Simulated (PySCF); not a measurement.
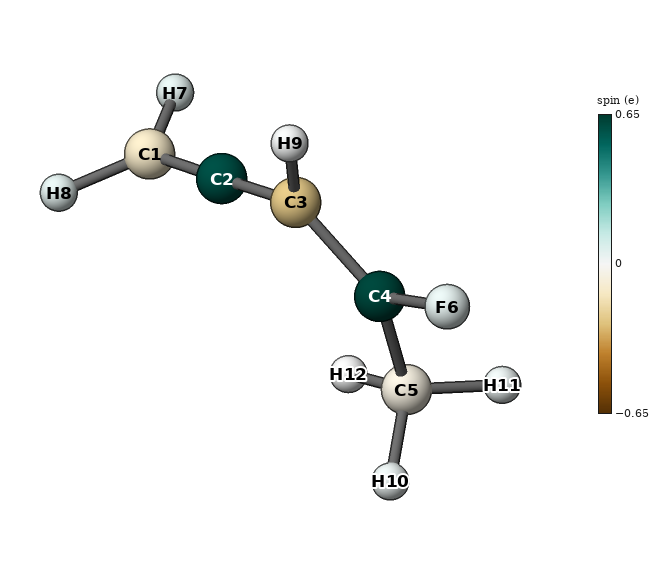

Atoms are coloured by their Mulliken spin populations. Charge 0, doublet. The computed structure is the end point of a GFN2-xTB optimisation. No frequency run is at hand to confirm it as a minimum. Method: UKS B3LYP, pcH-1 on C F H, non-relativistic (PySCF 2.14.0).

List the Mulliken spin populations.

| atom | value (e) |
| --- | --- |
| C1 | −0.11 |
| C2 | 0.59 |
| C3 | −0.24 |
| C4 | 0.61 |
| C5 | −0.05 |
| F6 | 0.04 |
| H7 | 0.05 |
| H8 | 0.05 |
| H9 | 0.01 |
| H10 | 0.03 |
| H11 | 0.03 |
| H12 | 0.00 |

Mulliken values depend strongly on the basis set.
